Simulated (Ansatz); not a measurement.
System: MgNSSe (charge +1).

Input

```
crystal:
  periodic: [false, false, false]
  atoms:
    - symbol: Mg
      position_ang: [-0.635340, -0.699463, 0.280184]
    - symbol: N
      position_ang: [0.359110, 0.239587, 1.815405]
    - symbol: S
      position_ang: [0.761180, 0.587058, -1.226925]
    - symbol: Se
      position_ang: [1.336120, 1.140178, 0.818456]
basis:
  gaussian: {orbitals: def2-TZVPD}
total_charge: 1
hamiltonian: {xc: {name: PBE0}}
output: {forces: true, orbitals: {seedname: orbitals}}
```

Command:

```sh
ansatz run input.yaml --threads 1 --pin off --max-ram 2610MiB --events-out events.jsonl --progress --plain --runs-dir runs
```

Geometry: PBE0-D3(BJ)/def2-SVP.

These are results of isolated molecule in a Gaussian basis; Kohn-Sham density functional theory, functional PBE0 (Ansatz), not measurements.

> What can the converged electron density and electron localisation function tell about the bonding?

Se–N (1.66 Å): the density is about 1.6 e/Å³ at the midpoint; the ELF peaks at about 0.80 in the valence shell of N, 0.6 Å from its nucleus, and is about 0.60 at the midpoint.
Mg–N (2.06 Å): the density is about 0.45 e/Å³ at the midpoint; the ELF peaks at about 0.90 in the valence shell of N, 0.7 Å from its nucleus, and falls to about 0.05 next to Mg (a closed-shell, largely ionic contact).
Se–S (2.20 Å): the density is about 0.85 e/Å³ at the midpoint; the ELF peaks at about 0.80 between the atoms, as expected for a covalent bond.
Mg–S (2.42 Å): ρ is about 0.41 e/Å³ halfway; the ELF peaks at about 0.85 in the valence shell of S, 1.0 Å from its nucleus, and falls to about 0.05 next to Mg (a closed-shell, largely ionic contact).

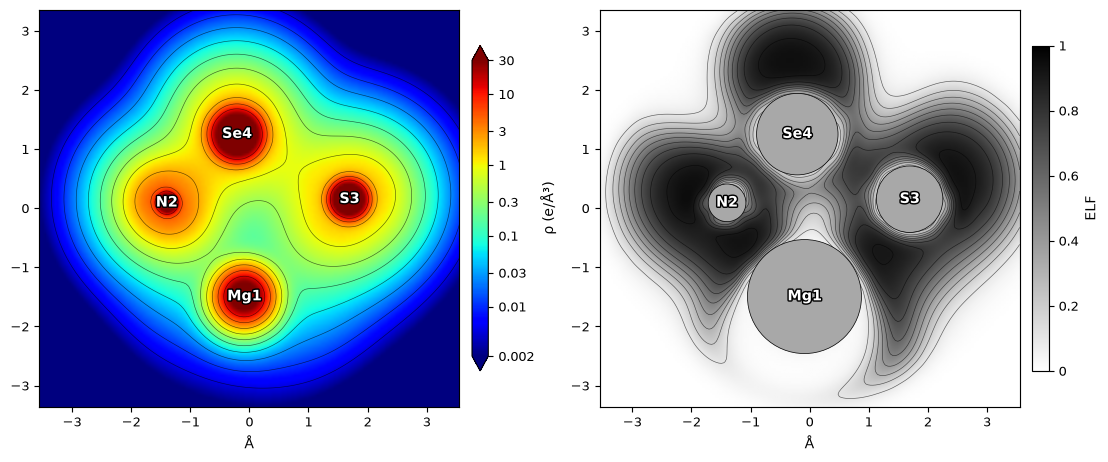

Computed electron density and electron localisation function on the molecular plane, in this order. Grey discs cover the atomic cores in the ELF map. 
